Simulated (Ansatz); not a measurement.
# Run report: GaNH₃Cl, molecular dynamics (part 4 of 4)

Continued. System: GaNH₃Cl. Method: RKS PBE-D4/def2-TZVP (Ansatz 0.2.0). It belongs to a series of runs on one base structure; here: dynamics from the highest image of the converged band.

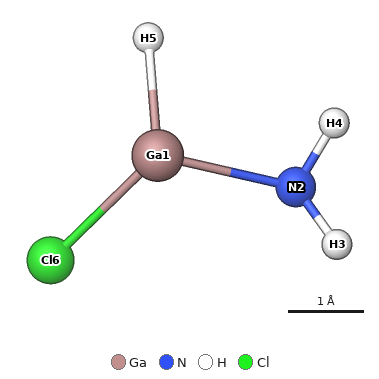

*The geometry at step 160 of the log (ball-and-stick view, seen on its broad side; atoms are numbered from 1 in the order of the input).*

### Trajectory as extended XYZ, continued
```
6
Properties=species:S:1:pos:R:3:forces:R:3 step=120 time_fs=60.0 energy=-66426.80410 temperature=2544.3
Ga    0.4277    0.3861   -0.2537    0.2180   2.3904   0.6184
N     1.0177    0.0427    1.5221    0.1591  -1.2082  -1.2668
H     0.7175    0.7839    2.1285   -0.3873   0.5992   0.4881
H     2.0342    0.0645    1.4869    0.2702   0.0949   0.2350
H     1.1977    1.8240   -0.9530   -0.6105  -1.6878   0.0680
Cl   -1.6899    0.0626   -0.6266    0.3505  -0.1885  -0.1428
6
Properties=species:S:1:pos:R:3:forces:R:3 step=123 time_fs=61.5 energy=-66426.78922 temperature=2517.1
Ga    0.4237    0.3916   -0.2577    0.6844   2.0997   0.9734
N     1.0214    0.0386    1.5349   -0.4000  -1.5533  -1.8153
H     0.7569    0.7720    2.1444   -0.6468   1.0762   0.9211
H     2.0241    0.0429    1.4899    0.8901   0.0498   0.1227
H     1.3837    1.7258   -0.9201   -0.9211  -1.5683  -0.0307
Cl   -1.6896    0.0571   -0.6252    0.3933  -0.1041  -0.1712
6
Properties=species:S:1:pos:R:3:forces:R:3 step=126 time_fs=63.0 energy=-66426.81963 temperature=2574.5
Ga    0.4199    0.3978   -0.2615    1.1040   1.7419   1.2729
N     1.0247    0.0323    1.5451   -0.6392  -0.7518  -1.3104
H     0.7833    0.7812    2.1782   -0.4095   0.3546   0.3303
H     2.0318    0.0224    1.4956    0.6904   0.0540   0.0501
H     1.5500    1.5939   -0.8878   -1.1673  -1.3695  -0.1526
Cl   -1.6891    0.0515   -0.6239    0.4216  -0.0292  -0.1904
6
Properties=species:S:1:pos:R:3:forces:R:3 step=129 time_fs=64.5 energy=-66426.82324 temperature=2581.5
Ga    0.4164    0.4045   -0.2648    1.4489   1.3166   1.5153
N     1.0270    0.0249    1.5533   -0.3531   0.3051  -0.5150
H     0.8009    0.7975    2.2188   -0.0842  -0.6658  -0.5357
H     2.0533    0.0032    1.5024   -0.1175   0.1153   0.0249
H     1.6913    1.4327   -0.8589   -1.3341  -1.1111  -0.2883
Cl   -1.6883    0.0459   -0.6227    0.4400   0.0399  -0.2012
6
Properties=species:S:1:pos:R:3:forces:R:3 step=131 time_fs=65.5 energy=-66426.80181 temperature=2541.0
Ga    0.4143    0.4093   -0.2668    1.6250   0.9955   1.6506
N     1.0281    0.0201    1.5583   -0.0899   0.7418  -0.2092
H     0.8112    0.8019    2.2407    0.0219  -1.0619  -0.8646
H     2.0675   -0.0084    1.5073   -0.6085   0.1579   0.0085
H     1.7697    1.3116   -0.8429   -1.3967  -0.9179  -0.3807
Cl   -1.6876    0.0421   -0.6220    0.4482   0.0846  -0.2046
6
Properties=species:S:1:pos:R:3:forces:R:3 step=134 time_fs=67.0 energy=-66426.79295 temperature=2524.1
Ga    0.4117    0.4166   -0.2693    1.8009   0.4690   1.8245
N     1.0298    0.0138    1.5654    0.0820   0.8815  -0.2505
H     0.8270    0.7894    2.2581   -0.0216  -1.0666  -0.8136
H     2.0772   -0.0228    1.5147   -0.8960   0.1817  -0.0410
H     1.8623    1.1140   -0.8260   -1.4191  -0.6175  -0.5130
Cl   -1.6864    0.0365   -0.6210    0.4538   0.1518  -0.2063
6
Properties=species:S:1:pos:R:3:forces:R:3 step=137 time_fs=68.5 energy=-66426.81478 temperature=2565.1
Ga    0.4095    0.4241   -0.2713    1.8810  -0.0780   1.9673
N     1.0316    0.0089    1.5721   -0.1438   0.4450  -0.8989
H     0.8419    0.7551    2.2590   -0.2733  -0.3976  -0.1125
H     2.0686   -0.0334    1.5212   -0.5401   0.1421  -0.1235
H     1.9244    0.9031   -0.8201   -1.3717  -0.3300  -0.6259
Cl   -1.6849    0.0311   -0.6202    0.4479   0.2185  -0.2065
6
Properties=species:S:1:pos:R:3:forces:R:3 step=140 time_fs=70.0 energy=-66426.79744 temperature=2532.2
Ga    0.4080    0.4315   -0.2727    1.8984  -0.5952   2.0668
N     1.0331    0.0046    1.5773   -0.7043  -0.2281  -1.8460
H     0.8508    0.7127    2.2581   -0.5949   0.5519   0.8994
H     2.0492   -0.0409    1.5250    0.2676   0.0704  -0.2134
H     1.9570    0.6851   -0.8276   -1.2917  -0.0797  -0.7000
Cl   -1.6831    0.0257   -0.6194    0.4248   0.2807  -0.2067
6
Properties=species:S:1:pos:R:3:forces:R:3 step=143 time_fs=71.5 energy=-66426.77833 temperature=2496.3
Ga    0.4071    0.4388   -0.2734    1.8966  -1.0441   2.0954
N     1.0335    0.0000    1.5798   -1.2707  -0.2292  -2.1498
H     0.8474    0.6810    2.2753   -0.6630   0.7643   1.2106
H     2.0352   -0.0469    1.5243    0.8844   0.0482  -0.2415
H     1.9617    0.4652   -0.8501   -1.2264   0.1282  -0.7087
Cl   -1.6810    0.0206   -0.6188    0.3791   0.3326  -0.2060
6
Properties=species:S:1:pos:R:3:forces:R:3 step=146 time_fs=73.0 energy=-66426.81230 temperature=2560.3
Ga    0.4067    0.4457   -0.2734    1.9029  -1.4257   2.0298
N     1.0320   -0.0048    1.5790   -1.3122   0.6427  -1.4298
H     0.8303    0.6639    2.3167   -0.3395  -0.0295   0.3783
H     2.0388   -0.0517    1.5185    0.6457   0.1230  -0.1485
H     1.9400    0.2481   -0.8877   -1.2061   0.3175  -0.6281
Cl   -1.6787    0.0156   -0.6184    0.3093   0.3720  -0.2016
6
Properties=species:S:1:pos:R:3:forces:R:3 step=149 time_fs=74.5 energy=-66426.81041 temperature=2556.8
Ga    0.4069    0.4522   -0.2729    1.9077  -1.7739   1.8723
N     1.0286   -0.0086    1.5761   -0.7921   1.4344  -0.5984
H     0.8060    0.6463    2.3659    0.0694  -0.8153  -0.6475
H     2.0554   -0.0538    1.5098   -0.1864   0.2253   0.0191
H     1.8923    0.0379   -0.9386   -1.2192   0.5265  -0.4550
Cl   -1.6763    0.0109   -0.6180    0.2205   0.4029  -0.1905
6
Properties=species:S:1:pos:R:3:forces:R:3 step=151 time_fs=75.5 energy=-66426.78487 temperature=2508.1
Ga    0.4074    0.4562   -0.2722    1.8918  -2.0031   1.7310
N     1.0256   -0.0100    1.5735   -0.3951   1.6464  -0.3372
H     0.7901    0.6259    2.3925    0.2434  -1.0147  -1.0367
H     2.0654   -0.0527    1.5039   -0.6717   0.2606   0.1221
H     1.8459   -0.0962   -0.9783   -1.2234   0.6889  -0.3006
Cl   -1.6745    0.0078   -0.6179    0.1549   0.4220  -0.1786
6
Properties=species:S:1:pos:R:3:forces:R:3 step=154 time_fs=77.0 energy=-66426.76176 temperature=2463.3
Ga    0.4086    0.4618   -0.2706    1.8083  -2.3449   1.4957
N     1.0205   -0.0099    1.5692   -0.0279   1.5059  -0.5012
H     0.7707    0.5775    2.4137    0.2763  -0.8122  -1.0122
H     2.0678   -0.0463    1.4975   -0.9265   0.2383   0.2161
H     1.7544   -0.2845   -1.0427   -1.1820   0.9605  -0.0442
Cl   -1.6719    0.0035   -0.6177    0.0518   0.4524  -0.1542
6
Properties=species:S:1:pos:R:3:forces:R:3 step=157 time_fs=78.5 energy=-66426.74615 temperature=2431.9
Ga    0.4104    0.4666   -0.2687    1.6309  -2.6614   1.2602
N     1.0154   -0.0076    1.5640   -0.0291   0.9596  -1.3048
H     0.7567    0.5124    2.4143    0.0177  -0.1645  -0.2583
H     2.0513   -0.0349    1.4956   -0.5135   0.1451   0.2251
H     1.6376   -0.4521   -1.1080   -1.0522   1.2344   0.2001
Cl   -1.6692   -0.0005   -0.6176   -0.0539   0.4869  -0.1222
6
Properties=species:S:1:pos:R:3:forces:R:3 step=160 time_fs=80.0 energy=-66426.67113 temperature=2287.6
Ga    0.4127    0.4705   -0.2663    1.3615  -2.9130   1.0346
N     1.0103   -0.0038    1.5568   -0.3540   0.3830  -2.2920
H     0.7429    0.4438    2.4099   -0.3853   0.5013   0.7626
H     2.0246   -0.0205    1.4985    0.3680   0.0365   0.1803
H     1.4983   -0.5932   -1.1692   -0.8267   1.4673   0.3974
Cl   -1.6665   -0.0042   -0.6177   -0.1633   0.5250  -0.0829
6
Properties=species:S:1:pos:R:3:forces:R:3 step=163 time_fs=81.5 energy=-66426.58034 temperature=2112.9
Ga    0.4154    0.4736   -0.2636    1.0262  -3.0645   0.8094
N     1.0045    0.0006    1.5462   -0.7282   0.3057  -2.3317
H     0.7212    0.3850    2.4203   -0.5055   0.5923   0.8677
H     2.0055   -0.0051    1.5052    1.0112  -0.0234   0.1622
H     1.3414   -0.7028   -1.2218   -0.5210   1.6252   0.5282
Cl   -1.6639   -0.0077   -0.6177   -0.2827   0.5649  -0.0359
6
Properties=species:S:1:pos:R:3:forces:R:3 step=166 time_fs=83.0 energy=-66426.52133 temperature=1997.5
Ga    0.4185    0.4757   -0.2607    0.6610  -3.1007   0.5771
N     0.9977    0.0056    1.5321   -0.5775   0.6008  -1.1858
H     0.6894    0.3381    2.4474   -0.1925   0.2353  -0.1914
H     2.0064    0.0098    1.5156    0.6881  -0.0300   0.1973
H     1.1733   -0.7776   -1.2632   -0.1584   1.6895   0.5835
Cl   -1.6615   -0.0107   -0.6178   -0.4207   0.6052   0.0194
6
Properties=species:S:1:pos:R:3:forces:R:3 step=169 time_fs=84.5 energy=-66426.42979 temperature=1820.9
Ga    0.4217    0.4768   -0.2576    0.2992  -3.0243   0.3537
N     0.9901    0.0115    1.5161    0.1378   0.7584   0.0527
H     0.6536    0.2966    2.4705    0.1666  -0.0001  -1.2402
H     2.0212    0.0241    1.5302   -0.2572  -0.0290   0.1961
H     1.0018   -0.8161   -1.2922    0.2385   1.6506   0.5539
Cl   -1.6594   -0.0134   -0.6179   -0.5849   0.6445   0.0837
6
Properties=species:S:1:pos:R:3:forces:R:3 step=171 time_fs=85.5 energy=-66426.35848 temperature=1683.7
Ga    0.4239    0.4771   -0.2554    0.0760  -2.9131   0.2279
N     0.9850    0.0160    1.5054    0.6367   0.7216   0.5446
H     0.6311    0.2693    2.4725    0.2703  -0.0045  -1.5332
H     2.0293    0.0333    1.5422   -0.7816  -0.0350   0.1493
H     0.8898   -0.8220   -1.3048    0.5104   1.5626   0.4793
Cl   -1.6582   -0.0150   -0.6179   -0.7119   0.6683   0.1321
6
Properties=species:S:1:pos:R:3:forces:R:3 step=174 time_fs=87.0 energy=-66426.28585 temperature=1543.0
Ga    0.4272    0.4767   -0.2522   -0.2054  -2.6524   0.1038
N     0.9784    0.0238    1.4901    1.1186   0.5257   0.6046
H     0.6020    0.2285    2.4486    0.1338   0.1482  -1.2365
H     2.0270    0.0464    1.5628   -1.0233  -0.0465   0.0455
H     0.7318   -0.8032   -1.3156    0.9056   1.3309   0.2702
Cl   -1.6567   -0.0171   -0.6178   -0.9291   0.6941   0.2124
6
Properties=species:S:1:pos:R:3:forces:R:3 step=177 time_fs=88.5 energy=-66426.22980 temperature=1433.5
Ga    0.4305    0.4755   -0.2489   -0.3922  -2.2706   0.0745
N     0.9734    0.0323    1.4755    1.1987   0.2631  -0.1195
H     0.5753    0.1910    2.3994   -0.3649   0.3700  -0.1688
H     2.0038    0.0585    1.5844   -0.5190  -0.0432  -0.0189
H     0.5932   -0.7560   -1.3208    1.2475   0.9823  -0.0675
Cl   -1.6558   -0.0187   -0.6177   -1.1701   0.6985   0.3002
6
Properties=species:S:1:pos:R:3:forces:R:3 step=180 time_fs=90.0 energy=-66426.12896 temperature=1239.7
Ga    0.4337    0.4735   -0.2456   -0.4692  -1.7832   0.1121
N     0.9702    0.0413    1.4608    0.8318   0.0785  -0.9191
H     0.5404    0.1613    2.3466   -0.9252   0.4815   0.8949
H     1.9703    0.0698    1.6057    0.4792  -0.0090   0.0382
H     0.4813   -0.6878   -1.3276    1.4926   0.5581  -0.5182
Cl   -1.6556   -0.0199   -0.6173   -1.4092   0.6741   0.3921
6
Properties=species:S:1:pos:R:3:forces:R:3 step=183 time_fs=91.5 energy=-66426.05476 temperature=1097.1
Ga    0.4367    0.4711   -0.2422   -0.4718  -1.2824   0.1136
N     0.9683    0.0504    1.4448    0.1751   0.0601  -0.5000
H     0.4868    0.1416    2.3109   -0.8370   0.3829   0.7237
H     1.9465    0.0809    1.6281    1.1146   0.0439   0.1722
H     0.4014   -0.6074   -1.3456    1.6221   0.1717  -0.9931
Cl   -1.6563   -0.0206   -0.6167   -1.6030   0.6237   0.4835
6
Properties=species:S:1:pos:R:3:forces:R:3 step=186 time_fs=93.0 energy=-66426.06117 temperature=1108.7
Ga    0.4395    0.4682   -0.2388   -0.4921  -0.9411  -0.0882
N     0.9666    0.0596    1.4282   -0.0583   0.0898   1.0184
H     0.4164    0.1301    2.2892   -0.0400   0.2233  -0.3611
H     1.9448    0.0929    1.6539    0.6249   0.0771   0.1695
H     0.3562   -0.5231   -1.3848    1.6630  -0.0089  -1.3060
Cl   -1.6580   -0.0210   -0.6158   -1.6974   0.5598   0.5676
6
Properties=species:S:1:pos:R:3:forces:R:3 step=189 time_fs=94.5 energy=-66426.11646 temperature=1216.3
Ga    0.4422    0.4650   -0.2354   -0.6183  -0.8876  -0.6466
N     0.9650    0.0689    1.4132    0.3058   0.0636   2.3622
H     0.3450    0.1235    2.2604    0.7258   0.1327  -1.0898
H     1.9557    0.1065    1.6831   -0.4253   0.0797  -0.0113
H     0.3468   -0.4384   -1.4515    1.6612   0.1144  -1.2507
Cl   -1.6607   -0.0211   -0.6146   -1.6492   0.4973   0.6363
6
Properties=species:S:1:pos:R:3:forces:R:3 step=191 time_fs=95.5 energy=-66426.19815 temperature=1374.5
Ga    0.4439    0.4627   -0.2333   -0.7616  -0.9896  -1.2250
N     0.9642    0.0752    1.4050    0.6197   0.0222   2.7851
H     0.3050    0.1208    2.2292    0.9614   0.1057  -1.1270
H     1.9593    0.1166    1.7026   -0.9263   0.0740  -0.1305
H     0.3604   -0.3808   -1.5110    1.6396   0.3265  -0.9726
Cl   -1.6630   -0.0209   -0.6136   -1.5329   0.4612   0.6699
6
Properties=species:S:1:pos:R:3:forces:R:3 step=194 time_fs=97.0 energy=-66426.39919 temperature=1761.8
Ga    0.4463    0.4591   -0.2304   -0.9900  -1.2037  -2.2737
N     0.9637    0.0846    1.3964    0.9616  -0.0497   2.5706
H     0.2620    0.1186    2.1634    0.7637   0.0832  -0.5415
H     1.9480    0.1329    1.7296   -1.0234   0.0726  -0.1606
H     0.4101   -0.2877   -1.6163    1.5422   0.6813  -0.2913
Cl   -1.6673   -0.0205   -0.6116   -1.2540   0.4163   0.6965
6
Properties=species:S:1:pos:R:3:forces:R:3 step=197 time_fs=98.5 energy=-66426.60128 temperature=2151.2
Ga    0.4483    0.4550   -0.2283   -1.1260  -1.3218  -3.3185
N     0.9648    0.0940    1.3916    1.0396  -0.1295   1.5253
H     0.2343    0.1182    2.0867   -0.0291   0.0534   0.5243
H     1.9159    0.1509    1.7535   -0.3115   0.1045   0.0814
H     0.4928   -0.1802   -1.7277    1.3264   0.9153   0.4971
Cl   -1.6724   -0.0198   -0.6093   -0.8994   0.3782   0.6903
6
Properties=species:S:1:pos:R:3:forces:R:3 step=200 time_fs=100.0 energy=-66426.72223 temperature=2386.4
Ga    0.4500    0.4506   -0.2272   -1.1048  -1.2516  -4.1717
N     0.9673    0.1031    1.3892    0.5803  -0.2230   0.5444
H     0.2062    0.1189    2.0208   -0.6855  -0.0025   1.2604
H     1.8777    0.1712    1.7795    0.7468   0.1812   0.5165
H     0.6039   -0.0532   -1.8285    0.9925   0.9551   1.1978
Cl   -1.6780   -0.0188   -0.6066   -0.5294   0.3408   0.6526
```

This output came from the following input.

### The input
```yaml
crystal:
  periodic: [false, false, false]
  atoms:
    - { symbol: Ga, position_ang: [0.432263, 0.450944, -0.316612] }
    - { symbol: "N", position_ang: [1.024854, -0.040495, 1.52818] }
    - { symbol: H, position_ang: [0.63547, -0.635787, 2.273472] }
    - { symbol: H, position_ang: [1.785306, 0.526946, 1.915783] }
    - { symbol: H, position_ang: [1.815167, -0.358808, 0.139496] }
    - { symbol: Cl, position_ang: [-1.709861, 0.057199, -0.55262] }
basis:
  gaussian: { orbitals: def2-TZVP }
hamiltonian:
  xc: pbe
  dispersion: d4
md:
  timestep: 0.5
  n_steps: 200
  ensemble: nve
  temperature: 300.0
  initial_velocities: maxwell_boltzmann
  seed: 7524
```

Launch command:
```bash
ansatz run input.yaml --threads 4 --pin off --max-ram 5120MiB --backend cpu --events-out ev --progress --plain --runs-dir out
```

### Results in brief

```tsv
quantity	value
outcome	finished
mean temperature over the second half	2080 K
trajectory	200 steps, 100 fs
ensemble	nve
temperature in the input	300.0 K
time step	0.5 fs
potential energy (last step)	−66426.7223 eV
mean-field energy (last step)	−66426.6086 eV
largest force (length of the vector) (last step)	4.493 eV/Å
hardware	4 threads of Intel Xeon @ 2.50GHz (Skylake/Cascade Lake), 32 GiB of memory available, shared host
wall time	4.8 min (CPU time 17 min)
peak memory	0.19 GiB
```

### Notes

So short a trajectory is not equilibrated.
